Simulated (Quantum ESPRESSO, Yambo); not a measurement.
# KI (Fm-3m): a self-consistent loop beyond G0W0, cycle by cycle, part 2 of 2

Aim: iterate the self-energy on KI (Fm-3m) and follow the gap from cycle to cycle.

Quantum ESPRESSO 7.5 and Yambo 5.3.0; PBE and many-body steps on it, plane waves. Known limits of the many-body steps: not at the basis limit; no spin-orbit coupling.

So far. Step 5 (evGW0, cycle 1): Against G0W0 in Yambo (4×4×4 mesh, 147 bands, screening to 149.7 eV, Godby-Needs plasmon pole), the gap moves by +0.163 eV. Step 6 (evGW0, cycle 2): Against the cycle before, the gap moves by +0.014 eV.

## Step 7: evGW0, cycle 3

Level of this step: evGW0 on PBE, plane waves, norm-conserving pseudopotentials (Yambo).

Input file gw5.in:

```
HF_and_locXC
gw0
dyson
ppa
em1d
rim_cut
RandQpts= 1000000
RandGvec= 1 RL
EXXRLvcs= 76 Ry
VXCRLvcs= 304 Ry
Chimod= "HARTREE"
% BndsRnXp
 1 | 147 |
%
NGsBlkXp= 11 Ry
% LongDrXp
 1 | 1 | 1 |
%
% GbndRnge
 1 | 147 |
%
DysSolver= "n"
ExtendOut
PPAPntXp= 27.21138 eV
% QPkrange
 1 | 8 | 11 | 21 |
%
GfnQPdb= "E < ./gw4_fix/ndb.QP"
```

Launch:

```
OMP_NUM_THREADS=1 mpirun -n 16 yambo -F gw5.in -J gw5,gw1_W -C gw5 > gw5.log
```

The log of the run:

```text
 Yambo, version 5.3.0

 [02] CORE Variables Setup
 =========================

  [... cell, symmetries and grids as in the set-up ...]

  [02.05] Energies & Occupations
  ==============================

  [X] === General ===
  [X] Electronic Temperature                        :  0.000000  0.000000 [eV K]
  [X] Bosonic    Temperature                        :  0.000000  0.000000 [eV K]
  [X] Finite Temperature mode                       : no
  [X] El. density                                   :  0.38557E+24 [cm-3]
[...]
Sx RL components                                 :   6735

   QP @ state[ 1 ] K range                          :   1   8
   QP @ state[ 1 ] b range                          :  11  21
   GF energies kind                                 : Perdew, Burke & Ernzerhof(X)+Perdew, Burke & Ernzerhof(C)+ E < ./gw2/ndb.QP + @E Fit+ E < ./gw3_fix/
   GF WF`s kind                                     : Perdew, Burke & Ernzerhof(X)+Perdew, Burke & Ernzerhof(C)
   Xs energies kind                                 : Perdew, Burke & Ernzerhof(X)+Perdew, Burke & Ernzerhof(C)
   Xs WF`s kind                                     : Perdew, Burke & Ernzerhof(X)+Perdew, Burke & Ernzerhof(C)

 [13] Game Over & Game summary
```

The job ended after 9.4 min (16 MPI ranks of Intel Xeon 6975P-C (Granite Rapids), shared host; peak memory 9.6 GiB).

This step gave:

- quasiparticle gap on the mesh: 6.203 eV
- gap of the density functional on the mesh: 3.968 eV
- k of the valence top: 0, 0, 0
- k of the conduction bottom: 0, 0, 0
- least direct quasiparticle gap on the computed points: 6.203 eV

Against the cycle before, the gap moves by +0.001 eV.

The program's own table gives 6.454 eV, which is too large where the input levels are shifted: this version takes Σc at the unshifted level E₀, yet steps from the shifted one. The value above is the Newton step from E₀, E₀ + Z(Σc + Σx − Vxc), rebuilt from the printed columns.

## Step 8: evGW, cycle 1

This step: evGW on PBE, plane waves, norm-conserving pseudopotentials.

gw6.in, as its differences from gw5.in of step 7:

```diff
@@ -27,2 +27,3 @@
 %
-GfnQPdb= "E < ./gw4_fix/ndb.QP"
+GfnQPdb= "E < ./gw2/ndb.QP"
+XfnQPdb= "E < ./gw2/ndb.QP"
```

Launch:

```
OMP_NUM_THREADS=1 mpirun -n 16 yambo -F gw6.in -J gw6 -C gw6 > gw6.log
```

The log of the run:

```text
 Yambo, version 5.3.0

 [02] CORE Variables Setup
 =========================

  [... cell, symmetries and grids as in the set-up ...]

  [02.05] Energies & Occupations
  ==============================

  [X] === General ===
  [X] Electronic Temperature                        :  0.000000  0.000000 [eV K]
  [X] Bosonic    Temperature                        :  0.000000  0.000000 [eV K]
  [X] Finite Temperature mode                       : no
  [X] El. density                                   :  0.38557E+24 [cm-3]
[...]
Sx RL components                                 :   6735

   QP @ state[ 1 ] K range                          :   1   8
   QP @ state[ 1 ] b range                          :  11  21
   GF energies kind                                 : Perdew, Burke & Ernzerhof(X)+Perdew, Burke & Ernzerhof(C)+ E < ./gw2/ndb.QP + @E Fit
   GF WF`s kind                                     : Perdew, Burke & Ernzerhof(X)+Perdew, Burke & Ernzerhof(C)
   Xs energies kind                                 : Perdew, Burke & Ernzerhof(X)+Perdew, Burke & Ernzerhof(C)
   Xs WF`s kind                                     : Perdew, Burke & Ernzerhof(X)+Perdew, Burke & Ernzerhof(C)

 [15] Game Over & Game summary
```

Run time: 12 min. Hardware: 16 MPI ranks; peak memory 10 GiB; 2.4 h of CPU time.

Numbers from this step:

```yaml
quasiparticle_gap_on_the_mesh: 6.642 eV
gap_of_the_density_functional_on_the_mesh: 3.968 eV
k_of_the_valence_top: 0, 0, 0
k_of_the_conduction_bottom: 0, 0, 0
least_direct_quasiparticle_gap_on_the_computed_points: 6.642 eV
```

Against G0W0 in Yambo (4×4×4 mesh, 147 bands, screening to 149.7 eV, Godby-Needs plasmon pole), the gap moves by +0.617 eV.

The program's own table gives 6.836 eV, which is too large where the input levels are shifted: this version takes Σc at the unshifted level E₀, yet steps from the shifted one. The value above is the Newton step from E₀, E₀ + Z(Σc + Σx − Vxc), rebuilt from the printed columns.

## Step 9: evGW, cycle 2

gw7.in, as its differences from gw6.in of step 8:

```diff
@@ -27,3 +27,3 @@
 %
-GfnQPdb= "E < ./gw2/ndb.QP"
-XfnQPdb= "E < ./gw2/ndb.QP"
+GfnQPdb= "E < ./gw6_fix/ndb.QP"
+XfnQPdb= "E < ./gw6_fix/ndb.QP"
```

Launch:

```
OMP_NUM_THREADS=1 mpirun -n 16 yambo -F gw7.in -J gw7 -C gw7 > gw7.log
```

The log of the run:

```text
 Yambo, version 5.3.0

 [02] CORE Variables Setup
 =========================

  [... cell, symmetries and grids as in the set-up ...]

  [02.05] Energies & Occupations
  ==============================

  [X] === General ===
  [X] Electronic Temperature                        :  0.000000  0.000000 [eV K]
  [X] Bosonic    Temperature                        :  0.000000  0.000000 [eV K]
  [X] Finite Temperature mode                       : no
  [X] El. density                                   :  0.38557E+24 [cm-3]
[...]
Sx RL components                                 :   6735

   QP @ state[ 1 ] K range                          :   1   8
   QP @ state[ 1 ] b range                          :  11  21
   GF energies kind                                 : Perdew, Burke & Ernzerhof(X)+Perdew, Burke & Ernzerhof(C)+ E < ./gw2/ndb.QP + @E Fit+ E < ./gw6_fix/
   GF WF`s kind                                     : Perdew, Burke & Ernzerhof(X)+Perdew, Burke & Ernzerhof(C)
   Xs energies kind                                 : Perdew, Burke & Ernzerhof(X)+Perdew, Burke & Ernzerhof(C)
   Xs WF`s kind                                     : Perdew, Burke & Ernzerhof(X)+Perdew, Burke & Ernzerhof(C)

 [15] Game Over & Game summary
```

It took 14 min on 16 MPI ranks; peak memory 10 GiB.

This step gave:

```yaml
quasiparticle_gap_on_the_mesh: 6.801 eV
gap_of_the_density_functional_on_the_mesh: 3.968 eV
k_of_the_valence_top: 0, 0, 0
k_of_the_conduction_bottom: 0, 0, 0
least_direct_quasiparticle_gap_on_the_computed_points: 6.801 eV
```

Against the cycle before, the gap moves by +0.159 eV.

The program's own table gives 7.030 eV, which is too large where the input levels are shifted: this version takes Σc at the unshifted level E₀, yet steps from the shifted one. The value above is the Newton step from E₀, E₀ + Z(Σc + Σx − Vxc), rebuilt from the printed columns.

## Step 10: evGW, cycle 3

gw8.in, as its differences from gw7.in of step 9:

```diff
@@ -27,3 +27,3 @@
 %
-GfnQPdb= "E < ./gw6_fix/ndb.QP"
-XfnQPdb= "E < ./gw6_fix/ndb.QP"
+GfnQPdb= "E < ./gw7_fix/ndb.QP"
+XfnQPdb= "E < ./gw7_fix/ndb.QP"
```

Launch:

```
OMP_NUM_THREADS=1 mpirun -n 16 yambo -F gw8.in -J gw8 -C gw8 > gw8.log
```

The log of the run:

```text
 Yambo, version 5.3.0

 [02] CORE Variables Setup
 =========================

  [... cell, symmetries and grids as in the set-up ...]

  [02.05] Energies & Occupations
  ==============================

  [X] === General ===
  [X] Electronic Temperature                        :  0.000000  0.000000 [eV K]
  [X] Bosonic    Temperature                        :  0.000000  0.000000 [eV K]
  [X] Finite Temperature mode                       : no
  [X] El. density                                   :  0.38557E+24 [cm-3]
[...]
Sx RL components                                 :   6735

   QP @ state[ 1 ] K range                          :   1   8
   QP @ state[ 1 ] b range                          :  11  21
   GF energies kind                                 : Perdew, Burke & Ernzerhof(X)+Perdew, Burke & Ernzerhof(C)+ E < ./gw2/ndb.QP + @E Fit+ E < ./gw6_fix/
   GF WF`s kind                                     : Perdew, Burke & Ernzerhof(X)+Perdew, Burke & Ernzerhof(C)
   Xs energies kind                                 : Perdew, Burke & Ernzerhof(X)+Perdew, Burke & Ernzerhof(C)
   Xs WF`s kind                                     : Perdew, Burke & Ernzerhof(X)+Perdew, Burke & Ernzerhof(C)

 [15] Game Over & Game summary
```

The job ended after 13 min (16 MPI ranks; peak memory 10 GiB).

This step gave:

* quasiparticle gap on the mesh: 6.838 eV
* gap of the density functional on the mesh: 3.968 eV
* k of the valence top: 0, 0, 0
* k of the conduction bottom: 0, 0, 0
* least direct quasiparticle gap on the computed points: 6.838 eV

Against the cycle before, the gap moves by +0.037 eV.

The program's own table gives 7.075 eV, which is too large where the input levels are shifted: this version takes Σc at the unshifted level E₀, yet steps from the shifted one. The value above is the Newton step from E₀, E₀ + Z(Σc + Σx − Vxc), rebuilt from the printed columns.

## Step 11: evGW, cycle 4

gw9.in, as its differences from gw8.in of step 10:

```diff
@@ -27,3 +27,3 @@
 %
-GfnQPdb= "E < ./gw7_fix/ndb.QP"
-XfnQPdb= "E < ./gw7_fix/ndb.QP"
+GfnQPdb= "E < ./gw8_fix/ndb.QP"
+XfnQPdb= "E < ./gw8_fix/ndb.QP"
```

Launch:

```
OMP_NUM_THREADS=1 mpirun -n 16 yambo -F gw9.in -J gw9 -C gw9 > gw9.log
```

The log of the run:

```text
 Yambo, version 5.3.0

 [02] CORE Variables Setup
 =========================

  [... cell, symmetries and grids as in the set-up ...]

  [02.05] Energies & Occupations
  ==============================

  [X] === General ===
  [X] Electronic Temperature                        :  0.000000  0.000000 [eV K]
  [X] Bosonic    Temperature                        :  0.000000  0.000000 [eV K]
  [X] Finite Temperature mode                       : no
  [X] El. density                                   :  0.38557E+24 [cm-3]
[...]
Sx RL components                                 :   6735

   QP @ state[ 1 ] K range                          :   1   8
   QP @ state[ 1 ] b range                          :  11  21
   GF energies kind                                 : Perdew, Burke & Ernzerhof(X)+Perdew, Burke & Ernzerhof(C)+ E < ./gw2/ndb.QP + @E Fit+ E < ./gw6_fix/
   GF WF`s kind                                     : Perdew, Burke & Ernzerhof(X)+Perdew, Burke & Ernzerhof(C)
   Xs energies kind                                 : Perdew, Burke & Ernzerhof(X)+Perdew, Burke & Ernzerhof(C)
   Xs WF`s kind                                     : Perdew, Burke & Ernzerhof(X)+Perdew, Burke & Ernzerhof(C)

 [15] Game Over & Game summary
```

Wall time 10 min (16 MPI ranks); peak memory 10 GiB.

Numbers from this step:

| Quantity | Value |
| --- | --- |
| quasiparticle gap on the mesh | 6.846 eV |
| gap of the density functional on the mesh | 3.968 eV |
| k of the valence top | 0, 0, 0 |
| k of the conduction bottom | 0, 0, 0 |
| least direct quasiparticle gap on the computed points | 6.846 eV |

Against the cycle before, the gap moves by +0.008 eV.

The program's own table gives 7.085 eV, which is too large where the input levels are shifted: this version takes Σc at the unshifted level E₀, yet steps from the shifted one. The value above is the Newton step from E₀, E₀ + Z(Σc + Σx − Vxc), rebuilt from the printed columns.

## Step 12: Side by side

Times are wall times on 16 MPI ranks of Intel Xeon 6975P-C (Granite Rapids), shared host, good to a factor of about two.

```
           run   mesh  bands  screening cutoff (eV)  DFT gap (eV)  gap on the mesh (eV)  direct (eV)     time
          G0W0  4×4×4    147                  149.7         3.968                 6.025        6.025     70 s
evGW0, cycle 1  4×4×4    147                  149.7         3.968                 6.188        6.188  9.5 min
evGW0, cycle 2  4×4×4    147                  149.7         3.968                 6.201        6.201  9.3 min
evGW0, cycle 3  4×4×4    147                  149.7         3.968                 6.203        6.203  9.4 min
 evGW, cycle 1  4×4×4    147                  149.7         3.968                 6.642        6.642   12 min
 evGW, cycle 2  4×4×4    147                  149.7         3.968                 6.801        6.801   14 min
 evGW, cycle 3  4×4×4    147                  149.7         3.968                 6.838        6.838   13 min
 evGW, cycle 4  4×4×4    147                  149.7         3.968                 6.846        6.846   10 min
```

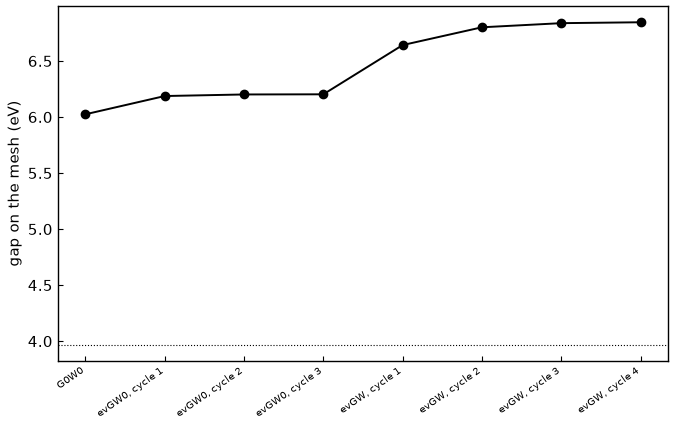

The gap through the cycles; the dotted line is the starting gap.

## Step 13: What came out

```json
{"G0W0": "6.025 eV", "evGW0, cycle 1": "6.188 eV", "evGW0, cycle 2": "6.201 eV", "evGW0, cycle 3": "6.203 eV", "evGW, cycle 1": "6.642 eV", "evGW, cycle 2": "6.801 eV", "evGW, cycle 3": "6.838 eV", "evGW, cycle 4": "6.846 eV", "known limits": "not at the basis limit; no spin-orbit coupling"}
```

In words: evGW0 ends at 6.20 eV, +0.18 eV from G0W0, after 3 cycles that took 28 min beside the first screening; the last moved the gap by 0.001 eV. evGW ends at 6.85 eV, +0.82 eV from G0W0, after 4 cycles that took 49 min beside the first screening; the last moved the gap by 0.008 eV. Bands and cutoff are finite, so the gap is not at the basis limit. The miss can reach some tenths of an eV and take either sign; the mesh is an error of its own. The many-body steps are scalar-relativistic: spin-orbit coupling is not in them.

[Paths, hosts, dates, memory and timing lines, banners, echoed tables and standing remarks are left out of the program output.]

[Logs are printed without paths, hosts, clocks, repeated set-up lines and the standing remarks that a program may print on its own settings, such as how far it seeks lower states.]

[Runs of the session that timed out or met a known fault of the program may be left out.]

[Hosts, paths, dates, database ids (printed as entryN), source tags and the programs' standing remarks are cut or masked in the printed files.]
